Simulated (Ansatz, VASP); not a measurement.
## Cross-check of GaSb between VASP and Ansatz

One calculation is typed for both programs; each brings its own data sets and cutoff. How far apart do they land?

Calculated with Ansatz 0.2.0; plane waves, with VASP 6.6.1 beside it; zone-centre phonons at PBEsol and zone-centre phonons at r2SCAN with rVV10.

The database entry behind the starting cell differs from later determinations by our own check (about 0.4 % long), so it need not match the best structure at ambient conditions.

## 1. Set-up

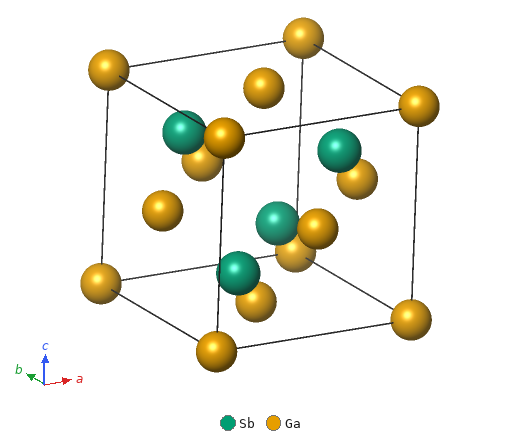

The starting structure, seen slightly off an axis (antimony teal, gallium orange). This picture shows the conventional cell, with its axes. Some periodic images of atoms are drawn too.

## 2. Ansatz: zone-centre phonons, PBEsol

Ansatz runs on its default PAW (the set named soft_2) files.

Second derivatives magnify differences that forces hide, and they need a tight electronic threshold.

File input.yaml:

```yaml
crystal:
  lattice:
    - [0.0, 3.0560835465, 3.0560835465]
    - [3.0560835465, 0.0, 3.0560835465]
    - [3.0560835465, 3.0560835465, 0.0]
  atoms:
    - { symbol: Sb, position: [0.75, 0.75, 0.75] }
    - { symbol: Ga, position: [0.0, 0.0, 0.0] }
hamiltonian:
  xc: pbesol
  pseudopotentials: { kind: paw }
kpoints:
  mp_grid: { grid: [10, 10, 10] }
scf:
  occupations: { method: methfessel_paxton, width: 0.15 }
phonons:
  method: dfpt
  qpoints: [[0, 0, 0]]
```

Command:

```
$ ansatz run input.yaml --threads 4 --pin off --max-ram 9216MiB --backend cpu --events-out ev --progress --plain --runs-dir out
```

Numbers of over 12 decimals in the logs are rounded to 6 here.

What it wrote:

```text
zone centre: on kpoints.mp_grid the ground state, and the responses unless they are solved on pairs of k-points, stand on 102 of the mesh's 1000 k-points, reduced under 8 symmetry operations, with k and −k counted as one. Each operation leaves every solved displacement unchanged or reverses it
Engine: ansatz 0.2.0, aarch64-unknown-linux-gnu
Pseudopotentials: kind: paw
Pseudopotential: Sb, paw, valence charge 15, recommended cutoff 420 eV (normal), Sb.paw.azcp
Pseudopotential: Ga, paw, valence charge 13, recommended cutoff 420 eV (normal), Ga.paw.azcp
Functional definition: PBEsol
  exchange = pbesol_x
  correlation = pbesol_c
Crystal: 2 atoms, lattice volume = 57.085 Å³
Basis set: ecut = 420 eV, 1139 PW (Γ), exchange–correlation on 60×60×60 points (8 copies of the dense FFT grid, shifted against one another)
Bands: 18, of which v1, the nominal top of the filled ones, is band 14 counted from 1 (13 counted from 0)
Symmetry: 24 space group operations
k-points: 102 of 1000 (irreducible under 8 space group operations, time reversal used)
Non-local potential: Sb, projectors of the file, l = 0: 2, l = 1: 2, l = 2: 2, l = 3: 2
Non-local potential: Ga, projectors of the file, l = 0: 2, l = 1: 2, l = 2: 3, l = 3: 1
PAW form: soft (Blöchl's): semilocal exchange-correlation on the pseudo side does not see the compensation charge
PAW frozen core: Sb, regenerated for the run's functional, and the local potential with it (the file was generated under x = pbe(κ = 0.804, μ = 0.219515), c = pbe(β = 0.066725))
PAW frozen core: Ga, regenerated for the run's functional, and the local potential with it (the file was generated under x = pbe(κ = 0.804, μ = 0.219515), c = pbe(β = 0.066725))
PAW one-centre angular grid: Sb, 590 points (default); XC on 64 Gauss nodes
PAW one-centre angular grid: Ga, 590 points (default); XC on 64 Gauss nodes
Initial density: superposition of atomic densities (neutral atoms: chi_scale 0, normalization atom), corrected by the library's trained network
Initial wavefunctions: pseudopotential atomic-orbital guess
Functional: x = pbesol(κ = 0.804, μ = 0.123457), c = pbesol(β = 0.046)
SCF iter   1: F=—  HF=-10151.535608 eV  |F-HF|=—  |Δ(HF+E_count)|=         —  Δρ=2.56e-3  dr2=5.07e-3  ethr=1.77e-3  ⟨swp⟩=5.2  Hψ=8929  notcnv=0
preconditioner: auto → none  [insulator: Δε(μ)=0.343 eV  Ē_g=14.516 eV  σ=0.150 eV  W_gap=0.51  n_scr=14 (ndim 8)  ℏωp=20.9 eV  f_vac=0.091  D(μ)=0.05/eV (n_scr^D=0)  ε∞_Penn≈3.1]
SCF iter   2: F=—  HF=-10151.532630 eV  |F-HF|=—  |Δ(HF+E_count)|=   2.98e-3  S|Δr|=    0.00e0  Δρ=1.15e-3  dr2=5.89e-4  ethr=1.81e-5  ⟨swp⟩=2.0  Hψ=3512  notcnv=0
SCF iter   3: F=—  HF=-10151.532791 eV  |F-HF|=—  |Δ(HF+E_count)|=   1.60e-4  S|Δr|=    0.00e0  Δρ=2.96e-4  dr2=4.49e-5  ethr=2.10e-6  ⟨swp⟩=2.3  Hψ=3122  notcnv=0
SCF iter   4: F=—  HF=-10151.532794 eV  |F-HF|=—  |Δ(HF+E_count)|=   3.01e-6  S|Δr|=    0.00e0  Δρ=1.78e-4  dr2=1.21e-5  ethr=1.61e-7  ⟨swp⟩=2.0  Hψ=2755  notcnv=0
SCF iter   5: F=—  HF=-10151.532793 eV  |F-HF|=—  |Δ(HF+E_count)|=   4.81e-7  S|Δr|=    0.00e0  Δρ=4.55e-5  dr2=7.69e-7  ethr=4.32e-8  ⟨swp⟩=2.0  Hψ=2755  notcnv=0
SCF iter   6: F=—  HF=-10151.532793 eV  |F-HF|=—  |Δ(HF+E_count)|=   2.94e-8  S|Δr|=    0.00e0  Δρ=6.02e-6  dr2=1.62e-8  ethr=2.75e-9  ⟨swp⟩=3.0  Hψ=3275  notcnv=0
SCF iter   7: F=—  HF=-10151.532793 eV  |F-HF|=—  |Δ(HF+E_count)|=   3.25e-8  S|Δr|=    0.00e0  Δρ=1.67e-6  dr2=1.12e-9  ethr=5.79e-11  ⟨swp⟩=3.0  Hψ=2781  notcnv=0
SCF iter   8: F=—  HF=-10151.532793 eV  |F-HF|=—  |Δ(HF+E_count)|=   1.68e-9  S|Δr|=    0.00e0  Δρ=3.46e-7  dr2=3.23e-11  ethr=4.00e-12  ⟨swp⟩=2.0  Hψ=3267  notcnv=0
SCF iter   9: F=-10151.532793 eV  HF=-10151.532793 eV  |F-HF|=1.82e-12  |Δ(HF+E_count)|=  5.46e-12  S|Δr|=    0.00e0  Δρ=8.87e-8  dr2=2.16e-12  ethr=1.00e-12  ⟨swp⟩=6.0  Hψ=7919  notcnv=0
SCF 1 converged in 9 iterations: F = -10151.532793 eV  dr2 = 2.16e-12
  greatest PAW one-centre occupation: 0.996 electrons in one spin orbital (limit 2), on the Sb atom at site 0 (counted from 0), in its partial waves of l = 2
DFPT response loops at Γ: preconditioner auto → Kerker (q_TF=auto, 2.423 Å⁻¹) (partly filled bands, converged f_vac=0.078); β = 1.00, the filter's whole step (`scf.mixing.beta` (0.50) is not read by the response loops under this deck's `scf.mixing.preconditioner`; to damp them name `kerker` or `kerker_dos`, under which they read `scf.mixing.beta`, and type it under 1.00, their step now; both keys bind the ground state too); Broyden in place of MSR1
SCF converged after 9 iterations
Stability not checked: this state was not tested for a lower state beside it, because cold or Methfessel-Paxton smearing, or corrected tetrahedra, fill the levels in a way that the test cannot read (fill_not_monotonic; see scf.lower_state_search)
Free energy (F): -10151.532793 eV
Harris-Foulkes:  -10151.532793 eV  (|F-HF|=1.82e-12)
Internal energy: -10151.533157 eV  (E = F + TS)
E sigma→0 (E₀):  -10151.532884 eV
Entropy (-TS):   0.000364 eV (0.182 meV/atom)
Fermi energy:    7.601804 eV
Step filling:    the computed levels leave a gap of 0.0000 eV = 0.0 smearing widths at the electron count; against every level under it full and every level over it empty, smearing changes F+E_penalty+E_count by +7.52e-3 meV and its σ→0 estimate by -0.084 meV
--- Per-component energies (eV) ---
  E_band       = -263.692126
  E_kinetic    = 323.616868
  E_local      = -3912.915946  (includes V_loc(G=0)·N_el)
  E_nonlocal   = 790.186442
  E_hartree    = 1798.142292
  E_xc         = -205.831539
  E_vxc        = -154.523283  (∫ρ·V_xc dr)
  E_paw        = -6449.626895  (= ΣΔE_a)
  E_vpaw       = -906.340579  (= ΣTr[D̂ρ^β])
  E_aug_tail   = -0.000103  (compensation charges beyond the density's cutoff)
  E_ewald      = -2496.299112
  E_core_change = 1.194835  (= ΣΔE_core)
  E_smearing   = 0.000364  (= −TS)
  E_closure    = -0.000000  (closes the sum)
  Σ components = -10151.532793   (vs F -10151.532793, Δ=0.00e0)
--- Band table (eV; the first three rows and the last of 102) ---
  k-point 0: bands = [... 10 lower, -3.9231, 7.5995, 7.6009, 7.6009, 7.6009, 10.3699, 10.3699, 10.3699]
  k-point 1: bands = [... 10 lower, -3.8197, 5.9960, 7.4280, 7.4280, 8.5534, 10.6071, 10.6071, 10.7460]
  k-point 2: bands = [... 10 lower, -3.5189, 4.3325, 7.0731, 7.0731, 8.5075, 11.0616, 11.0616, 11.9897]
  k-point 101: bands = [... 10 lower, -1.4232, 0.8996, 4.2821, 4.4860, 10.6839, 10.9494, 12.9672, 12.9723]
--- Phonons (Γ-DFPT): 2 representative perturbations + reference, on 102 of 1000 k-points (Σ response iterations 6) ---
  k mesh reduced under 8 symmetry operations, with k and −k counted as one. Each operation leaves every solved displacement unchanged or reverses it
  ASR residual: 1.365e-5 → 0.000e0 eV/Å²; symmetrization residual: 2.108e-5 eV/Å²
  ASR residual per site (eV/Å²): 1.36e-5 7.04e-6
  Γ frequencies (cm⁻¹): 0.00 0.00 0.00 217.74 217.74 217.74
  non-analytic LO–TO correction: not included (Born effective charges unavailable; polar crystals: no LO–TO splitting at Γ)
--- Phonons (arbitrary-q DFPT): 1 explicit q-point ---
  q = [0, 0, 0] (of the zone-centre solve; hermiticity 5.45e-6, symmetrization 2.08e-13): 0.00 0.00 0.00 217.74 217.74 217.74
  sum rule: each row above includes the acoustic sum rule's correction from the zone centre's row sums; it moved no ω² by more than (0.17 cm⁻¹)²
```

The job ended after 15 s (4 threads of Arm Neoverse N1, shared host; peak memory 0.63 GiB; 57 s of CPU time).

The column dr2 measures how far the density is from self-consistency, as an energy; F and HF (Harris–Foulkes) agree once it is small.

## 3. VASP: zone-centre phonons, PBEsol

The same cell, functional, mesh and smearing now go to VASP, with its own data sets and cutoff.

Lines of VASP's logs that name or quote its potential files are left out, and so is its time.

File INCAR:

```
SYSTEM = GaSb
PREC = Accurate
ENCUT = 450
EDIFF = 1E-08
NELM = 100
ISMEAR = 1
SIGMA = 0.15
LREAL = .FALSE.
ALGO = Normal
GGA = PS
NBANDS = 15
LORBIT = 11
LWAVE = .FALSE.
LCHARG = .FALSE.
KPAR = 2
IBRION = 8
ISIF = 2
```

File POSCAR:

```
GaSb
1.0
    0.0000000000      3.0560835465      3.0560835465
    3.0560835465      0.0000000000      3.0560835465
    3.0560835465      3.0560835465      0.0000000000
Sb Ga
1 1
Direct
    0.7500000000      0.7500000000      0.7500000000
    0.0000000000      0.0000000000      0.0000000000
```

File KPOINTS:

```
Automatic mesh
0
Gamma
10 10 10
0 0 0
```

Potentials, in the order of the species: Sb and Ga_d (PBE family, release 64).

Command:

```
$ mpirun -np 2 vasp_std
```

What it wrote:

```text
[banner, memory and clock lines left out]
running    2 mpi-ranks, on    1 nodes
 distrk:  each k-point on    1 cores,    2 groups
 distr:  one band on    1 cores,    1 groups

 POSCAR found type information on POSCAR SbGa
 POSCAR found :  2 types and       2 ions
|                                                                             |
|               ----> ADVICE to this user running VASP <----                  |
|                                                                             |
|     You enforced a specific xc type in the INCAR file but a different       |
|     [... a line on the potential file left out ...]
|     I HOPE YOU KNOW WHAT YOU ARE DOING!                                     |
|                                                                             |

 LDA part: xc-table for (Slater+PW92), standard interpolation
 POSCAR, INCAR and KPOINTS ok, starting setup
 FFT: planning ... GRIDC
 FFT: planning ... GRID_SOFT
 FFT: planning ... GRID
 WAVECAR not read
 entering main loop
       N       E                     dE             d eps       ncg     rms          rms(c)
DAV:   1     0.755092641441E+02    0.75509E+02   -0.80865E+03  1426   0.133E+03
DAV:   2    -0.261614055966E+01   -0.78125E+02   -0.75376E+02  1662   0.283E+02
DAV:   3    -0.815819901162E+01   -0.55421E+01   -0.55304E+01  1613   0.641E+01
DAV:   4    -0.825114864669E+01   -0.92950E-01   -0.92939E-01  1799   0.939E+00
DAV:   5    -0.825323603277E+01   -0.20874E-02   -0.20874E-02  1764   0.120E+00    0.314E+00
DAV:   6    -0.817832437727E+01    0.74912E-01   -0.87949E-02  1853   0.521E+00    0.184E+00
DAV:   7    -0.815220006841E+01    0.26124E-01   -0.44608E-02  1767   0.198E+00    0.365E-01
DAV:   8    -0.815222446339E+01   -0.24395E-04   -0.49071E-03  1830   0.880E-01    0.998E-02
DAV:   9    -0.815250940525E+01   -0.28494E-03   -0.45834E-04  1585   0.176E-01    0.383E-02
DAV:  10    -0.815250245397E+01    0.69513E-05   -0.19634E-05  1889   0.397E-02    0.112E-02
DAV:  11    -0.815251143361E+01   -0.89796E-05   -0.12239E-05  1578   0.257E-02    0.426E-03
DAV:  12    -0.815251156813E+01   -0.13453E-06   -0.48650E-07  1824   0.701E-03    0.721E-04
DAV:  13    -0.815251156453E+01    0.36052E-08   -0.47263E-08  1670   0.148E-03
   1 F= -.81525116E+01 E0= -.81526340E+01  d E =0.367368E-03
 Linear response reoptimize wavefunctions to high precision
DAV:   1    -0.815251160916E+01   -0.44632E-07   -0.46718E-09  1857   0.910E-04
DAV:   2    -0.815251160920E+01   -0.42746E-10   -0.19112E-10  1083   0.118E-04
 Linear response DOF=           2
 Linear response progress:
  Degree of freedom:   1/  2
       N       E                     dE             d eps       ncg     rms          rms(c)
RMM:   1    -0.283482440747E-01   -0.28348E-01    0.59404E-03 10152   0.135E+00
RMM:   2    -0.256648937179E-01    0.26834E-02   -0.35924E-03  9390   0.373E-01    0.656E-02
RMM:   3    -0.256063237157E-01    0.58570E-04   -0.22568E-04 10369   0.995E-02    0.359E-02
RMM:   4    -0.256513877122E-01   -0.45064E-04   -0.53399E-05 10439   0.428E-02    0.442E-03
RMM:   5    -0.256592781226E-01   -0.78904E-05   -0.77193E-06 10818   0.147E-02    0.284E-03
RMM:   6    -0.256521724377E-01    0.71057E-05    0.41750E-08 10208   0.488E-03    0.744E-04
RMM:   7    -0.256510483249E-01    0.11241E-05    0.51322E-08 10645   0.154E-03    0.228E-04
RMM:   8    -0.256506226826E-01    0.42564E-06   -0.56422E-08 10284   0.549E-04    0.643E-05
RMM:   9    -0.256506408666E-01   -0.18184E-07   -0.11651E-08 10563   0.206E-04    0.243E-05
RMM:  10    -0.256506747010E-01   -0.33834E-07   -0.23071E-10 10166   0.823E-05    0.244E-06
RMM:  11    -0.256506713466E-01    0.33544E-08   -0.13741E-09 10500   0.309E-05    0.350E-06
 first order change of Fermi-energy   0.26008E-03
 force on displaced ion       1 direction 1 :  -7.823   0.000   0.000
 Linear response progress:
  Degree of freedom:   2/  2
       N       E                     dE             d eps       ncg     rms          rms(c)
RMM:   1    -0.166057504566E+00   -0.16606E+00    0.64387E-02  6386   0.799E+00
RMM:   2    -0.164986298015E+00    0.10712E-02   -0.28099E-02  9578   0.132E+00    0.389E-02
RMM:   3    -0.164952962386E+00    0.33336E-04   -0.32511E-03  9957   0.400E-01    0.269E-02
RMM:   4    -0.164812010198E+00    0.14095E-03   -0.12610E-03 10778   0.180E-01    0.118E-02
RMM:   5    -0.164800282650E+00    0.11728E-04   -0.37110E-05 10585   0.491E-02    0.444E-03
RMM:   6    -0.164809531302E+00   -0.92487E-05   -0.33054E-06 10603   0.206E-02    0.384E-04
RMM:   7    -0.164809131245E+00    0.40006E-06   -0.54547E-06 10388   0.895E-03    0.447E-04
RMM:   8    -0.164810656612E+00   -0.15254E-05    0.34445E-08 10491   0.419E-03    0.109E-04
RMM:   9    -0.164811720658E+00   -0.10640E-05   -0.16658E-06 10520   0.198E-03    0.624E-05
RMM:  10    -0.164812321493E+00   -0.60084E-06   -0.28125E-07 10479   0.979E-04    0.204E-05
RMM:  11    -0.164812282928E+00    0.38565E-07   -0.83337E-08 10678   0.491E-04    0.957E-06
RMM:  12    -0.164812224916E+00    0.58012E-07    0.28754E-07 10585   0.248E-04    0.123E-05
RMM:  13    -0.164812428229E+00   -0.20331E-06   -0.21410E-07 10261   0.134E-04    0.555E-06
RMM:  14    -0.164812340681E+00    0.87548E-07    0.17609E-08 10044   0.775E-05    0.451E-06
RMM:  15    -0.164812366446E+00   -0.25765E-07   -0.57543E-08 10803   0.494E-05    0.223E-06
RMM:  16    -0.164812373801E+00   -0.73551E-08   -0.16537E-08 11002   0.352E-05    0.100E-06
 first order change of Fermi-energy   0.42065E-04
 force on displaced ion       2 direction 1 :  -7.839  -0.000  -0.000
 Linear response finished
```

From OUTCAR (step 3):

```text
ion  position               nearest neighbor table
   1  0.750  0.750  0.750-   2 2.65   2 2.65   2 2.65   2 2.65
   2  0.000  0.000  0.000-   1 2.65   1 2.65   1 2.65   1 2.65

  LATTYP: Found a face centered cubic cell.
 ALAT       =     6.1121670930

 Subroutine GETGRP returns: Found 24 space group operations
 (whereof 24 operations were pure point group operations)

The static configuration has the point symmetry T_d .

 Found     47 irreducible k-points:

   k-points           NKPTS =     47   k-points in BZ     NKDIM =     47   number of bands    NBANDS=     15

   dimension x,y,z NGX =    30 NGY =   30 NGZ =   30
   dimension x,y,z NGXF=    60 NGYF=   60 NGZF=   60

   ENCUT  =  450.0 eV  33.07 Ry    5.75 a.u.   7.48  7.48  7.48*2*pi/ulx,y,z

   NELECT =      18.0000    total number of electrons

 k-points in reciprocal lattice and weights: Automatic mesh
   0.00000000  0.00000000  0.00000000       0.001
   0.10000000  0.00000000  0.00000000       0.008
   0.20000000  0.00000000  0.00000000       0.008
   0.30000000  0.00000000  0.00000000       0.008
   0.40000000  0.00000000  0.00000000       0.008
   0.50000000  0.00000000  0.00000000       0.004
   0.10000000  0.10000000  0.00000000       0.006
   0.20000000  0.10000000  0.00000000       0.024
   0.30000000  0.10000000  0.00000000       0.024
[...]
-0.30000000  0.40000000  0.20000000       0.024
  -0.30000000  0.50000000  0.20000000       0.012

 average (electrostatic) potential at core
       1 -87.4661       2 -65.5227

  Total       -0.0008006     -0.0008006     -0.0008006      0.0000000      0.0000000      0.0000000
  in kB       -0.0224690     -0.0224690     -0.0224690      0.0000000      0.0000000      0.0000000
  external PRESSURE =      -0.0224690 kB  Pullay stress =       0.0000000 kB

  energy-cutoff  :      450.00
  volume of cell :       57.09
      direct lattice vectors                 reciprocal lattice vectors
     0.000000000  3.056083547  3.056083547    -0.163608093  0.163608093  0.163608093
     3.056083547  0.000000000  3.056083547     0.163608093 -0.163608093  0.163608093
     3.056083547  3.056083547  0.000000000     0.163608093  0.163608093 -0.163608093

 POSITION                                       TOTAL-FORCE (eV/Angst)
 -----------------------------------------------------------------------------------
      4.58413      4.58413      4.58413        -0.000000     -0.000000     -0.000000
      0.00000      0.00000      0.00000         0.000000      0.000000      0.000000
 -----------------------------------------------------------------------------------
    total drift:                               -0.000000     -0.000000     -0.000000

 Eigenvectors and eigenvalues of the dynamical matrix
 ----------------------------------------------------

   1 f  =    6.571276 THz    41.288546 2PiTHz  219.194180 cm-1    27.176602 meV
             X         Y         Z           dx          dy          dz
      4.584125  4.584125  4.584125    -0.603061   -0.000000   -0.000000
      0.000000  0.000000  0.000000     0.797695    0.000000   -0.000000

   2 f  =    6.571276 THz    41.288546 2PiTHz  219.194180 cm-1    27.176602 meV
             X         Y         Z           dx          dy          dz
      4.584125  4.584125  4.584125     0.000000    0.603061   -0.000000
      0.000000  0.000000  0.000000     0.000000   -0.797695   -0.000000

   3 f  =    6.571276 THz    41.288546 2PiTHz  219.194180 cm-1    27.176602 meV
             X         Y         Z           dx          dy          dz
      4.584125  4.584125  4.584125     0.000000    0.000000   -0.603061
      0.000000  0.000000  0.000000     0.000000    0.000000    0.797695

   4 f/i=    0.003126 THz     0.019639 2PiTHz    0.104263 cm-1     0.012927 meV
             X         Y         Z           dx          dy          dz
      4.584125  4.584125  4.584125     0.512365    0.443140    0.421220
      0.000000  0.000000  0.000000     0.387350    0.335016    0.318444

   5 f/i=    0.003126 THz     0.019639 2PiTHz    0.104263 cm-1     0.012927 meV
             X         Y         Z           dx          dy          dz
      4.584125  4.584125  4.584125     0.611367   -0.366377   -0.358213
      0.000000  0.000000  0.000000     0.462196   -0.276982   -0.270811

   6 f/i=    0.003126 THz     0.019639 2PiTHz    0.104263 cm-1     0.012927 meV
             X         Y         Z           dx          dy          dz
      4.584125  4.584125  4.584125     0.005533   -0.552913    0.574956
      0.000000  0.000000  0.000000     0.004183   -0.418004    0.434669

 ELASTIC MODULI CONTR FROM IONIC RELAXATION (kBar)
 Direction    XX          YY          ZZ          XY          YZ          ZX
 --------------------------------------------------------------------------------
 XX          -0.0000     -0.0000     -0.0000     -0.0000      0.0000      0.0000
 YY          -0.0000     -0.0000     -0.0000     -0.0000     -0.0000      0.0000
 ZZ          -0.0000     -0.0000     -0.0000     -0.0000     -0.0000      0.0000
 XY          -0.0000     -0.0000     -0.0000   -166.8578     -0.0000      0.0000
 YZ           0.0000     -0.0000     -0.0000     -0.0000   -166.8578     -0.0000
 ZX           0.0000      0.0000      0.0000      0.0000     -0.0000   -166.8578
 --------------------------------------------------------------------------------
```

[end of part 1 of 2]

[Lines on the potential files, build, host, timing and source positions are cut from VASP's logs without a mark.]

[Logs are printed without paths, hosts, clocks, repeated set-up lines and the standing remarks that a program may print on its own settings, such as how far it seeks lower states.]

[Hosts, paths, dates, database ids (printed as entryN), source tags and the programs' standing remarks are cut or masked in the printed files.]
